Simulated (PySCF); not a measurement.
# UM06-2X/SBKJC (core potential) run of [NH3]+ (SMILES [NH3+])

What is the energy change on altering one bond length of [NH3]+ at UM06-2X/SBKJC (core potential)? Input form: a Python script.

The results are computed with PySCF 2.14.0.

12 further runs of the same task are left out: 1 that didn't finish, 11 set aside as unsound or not needed.

## 1. The system as given

[NH3]+ has 4 atoms, charge +1, and is taken as a doublet. SMILES: `[NH3+]`. Geometry: relaxed at GFN2-xTB.

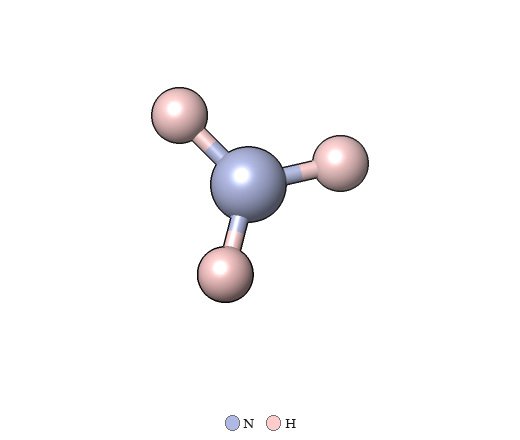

Viewed from a chosen angle; nitrogen light blue, hydrogen pink.

## 2. The energy at UM06-2X/SBKJC (core potential)

Input file geometry.xyz:

```xyz
4
H3N
N      0.000140    -0.000820    -0.000330
H      0.510700    -0.238750     0.859300
H     -0.995460    -0.239520    -0.089810
H      0.484620     0.479080    -0.769160
```

Input file calc.py:

```python
from pyscf import gto, dft

molecule = gto.M(
    atom='geometry.xyz',
    max_memory=1860,
    charge=1,
    basis='sbkjc',
    verbose=3,
    spin=1,
    ecp={'N': 'sbkjc'},
)

mf = dft.UKS(molecule, xc='m06-2x')
mf.grids.level = 5
mf.conv_tol = 1e-10
mf.kernel()
if not mf.converged:
    mf = mf.newton().run(mf.mo_coeff, mf.mo_occ)

energy = mf.e_tot
print('E(%s) = %.9f' % ('M06-2X', energy))
```

Command:

```
$ OMP_NUM_THREADS=1 python calc.py
```

The log of the run:

```text
WARN: HOMO -0.0806701817313706 >= LUMO -0.0806701817313707

converged SCF energy = -11.3022672812637  <S^2> = 0.7558274  2S+1 = 2.0058189
E(M06-2X) = -11.302267281
```

Run time: 4.2 s. Hardware: 1 thread of Intel Xeon Platinum 8259CL at 2.50GHz (Skylake/Cascade Lake), shared host; peak memory 0.18 GiB.

## 3. The distorted shape, same level

Input file run.py:

```python
from pyscf import gto, dft

mol = gto.M(
    atom=[
    ('N', (0.796628, 0.190142, 0.071255)),
    ('H', (1.307188, -0.047788, 0.930885)),
    ('H', (-0.995460, -0.239520, -0.089810)),
    ('H', (1.281108, 0.670042, -0.697575)),
],
    ecp={'N': 'sbkjc'},
    basis='sbkjc',
    spin=1,
    charge=1,
    verbose=4,
    max_memory=1860,
)

mf = dft.UKS(mol)
mf.xc = 'm06-2x'
mf.grids.level = 5
mf.conv_tol = 1e-10
mf.kernel()
if not mf.converged:
    mf = mf.newton().run(mf.mo_coeff, mf.mo_occ)

e_final = mf.e_tot
print('E(%s) = %.9f' % ('M06-2X', e_final))
```

Command:

```
$ OMP_NUM_THREADS=1 python run.py
```

The log of the run:

```text
PySCF version 2.14.0

[INPUT] num. atoms = 4
[INPUT] num. electrons = 7
[INPUT] charge = 1
[INPUT] spin (= nelec alpha-beta = 2S) = 1
[INPUT] symmetry False subgroup None
[INPUT] Mole.unit = angstrom
[INPUT] Symbol           X                Y                Z      unit          X                Y                Z       unit  Magmom
[INPUT]  1 N      0.796628000000   0.190142000000   0.071255000000 AA    1.505408743160   0.359316304777   0.134652435006 Bohr   0.0
[INPUT]  2 H      1.307188000000  -0.047788000000   0.930885000000 AA    2.470227313318  -0.090306232041   1.759117703466 Bohr   0.0
[INPUT]  3 H     -0.995460000000  -0.239520000000  -0.089810000000 AA   -1.881146767960  -0.452627201356  -0.169716303247 Bohr   0.0
[INPUT]  4 H      1.281108000000   0.670042000000  -0.697575000000 AA    2.420943255989   1.266195871956  -1.318225701343 Bohr   0.0

nuclear repulsion = 7.2957029281407
number of shells = 10
number of NR pGTOs = 25
number of NR cGTOs = 14
basis = sbkjc
ecp = {'N': 'sbkjc'}

[... 35 lines left out ...]
WARN: HOMO -0.0538657973488555 >= LUMO -0.0538657973488557
[... 50 lines left out ...]
converged SCF energy = -11.1668599146271  <S^2> = 0.84088816  2S+1 = 2.0889118
E(M06-2X) = -11.166859915
```

Wall time 5.4 s (1 thread of Intel Xeon Platinum 8259CL at 2.50GHz (Skylake/Cascade Lake), shared host); peak memory 0.18 GiB.

## 4. What came out

At UM06-2X/SBKJC (core potential):

| quantity | value |
| --- | --- |
| first shape: total energy | -11.30227 Eh |
| first shape: HOMO energy (highest over α and β) | -21.14 eV |
| first shape: LUMO energy (lowest over α and β) | -11.52 eV |
| first shape: ⟨S²⟩ | 0.756 |
| distorted shape: total energy | -11.16686 Eh |
| distorted shape: HOMO energy (highest over α and β) | -19.59 eV |
| distorted shape: LUMO energy (lowest over α and β) | -10.22 eV |
| distorted shape: ⟨S²⟩ | 0.841 |
| energy change with the N1–H3 bond stretched from 1.028 to 1.850 Å | 3.685 eV |

In words: With the N1–H3 bond stretched from 1.028 to 1.850 Å the energy rises by 3.68 eV (356 kJ/mol). The first shape isn't relaxed at this level, so the change isn't measured from a minimum. Mulliken charges (distorted shape) run from -0.36 on N1 to +0.53 on H3.
